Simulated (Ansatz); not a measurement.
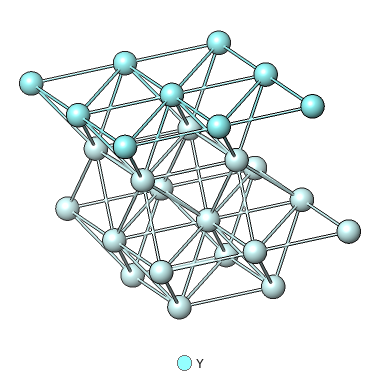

The system is Li on a Y(001) slab cut from the P6_3/mmc phase, its upper half relaxed before the scan (16 atoms of substrate and one adsorbate in a 2 × 2 cell); the picture shows it without the atoms that are moved over the map. 
- Li is moved over the surface cell; relaxed at each place: the height of the adsorbate's atoms; substrate rigid; the origin of the map has the adsorbate above Y13.
- Places are given modulo a cell vector. The map is drawn in real space over the plane of the surface.
- The grid has 6 × 6 points; 10 points were computed and 26 follow by symmetry.
- Places are given in fractions of the 1 × 1 surface cell.
- Energies: meV, counted from the lowest grid point.
- Method: DFT PBE, scalar-relativistic, plane waves, PAW (Ansatz). Settings: cutoff 420 eV, k-mesh 6×6×1, gaussian smearing 0.1 eV, no spin polarisation.

Range: position of Li17 along the first surface vector from 0.000 to 0.833; position of Li17 along the second surface vector from 0.000 to 0.833.

**Predict the map.**

The lowest grid point is at a threefold hollow, (4/6, 2/6) of the cell vectors. A higher local minimum lies near a threefold hollow over a second-layer Y atom, (2/6, 4/6) of the cell vectors (12 meV above the lowest at that grid point). The highest grid point, the top site over a surface Y atom, (0/6, 0/6) of the cell vectors, lies 304 meV above the lowest. On the interpolated surface the easiest way out of the lowest well to the well at a threefold hollow over a second-layer Y atom, (2/6, 4/6) of the cell vectors passes a barrier of about 48 meV. At the lowest point the adsorbate has 3 Y at 3.43 Å as nearest neighbours, at the highest 1 Y at 3.06 Å. Its relaxed height above the top atom is 2.71 Å at the lowest and 3.06 Å at the highest point.

| second ↓, first → | 0/6 | 1/6 | 2/6 | 3/6 | 4/6 | 5/6 |
| --- | --- | --- | --- | --- | --- | --- |
| 5/6 | 252 | 164 | 53 | 53 | 164 | 252 |
| 4/6 | 127 | 53 | 12 | 53 | 127 | 160 |
| 3/6 | 48 | 53 | 53 | 48 | 45 | 45 |
| 2/6 | 127 | 164 | 127 | 45 | 0 | 45 |
| 1/6 | 252 | 252 | 160 | 45 | 45 | 160 |
| 0/6 | 304 | 252 | 127 | 48 | 127 | 252 |

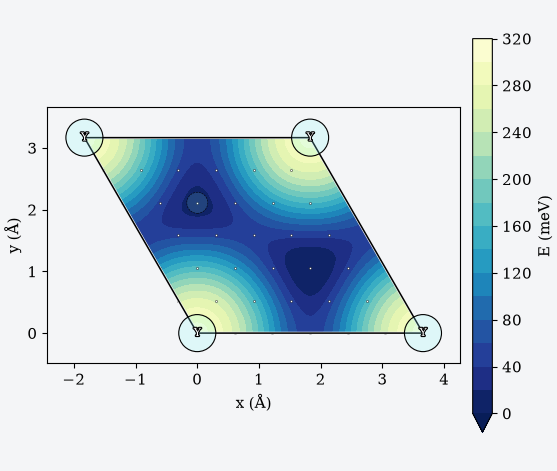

In the figure: filled contours, dots at the grid points, labelled circles for the atoms of the top layer and small ones for the second layer, the outline of one cell of the plane. Between grid points the surface is interpolated.

The whole map (10 points run) took 16 min on 4 threads of Arm Neoverse V2 (shared host).
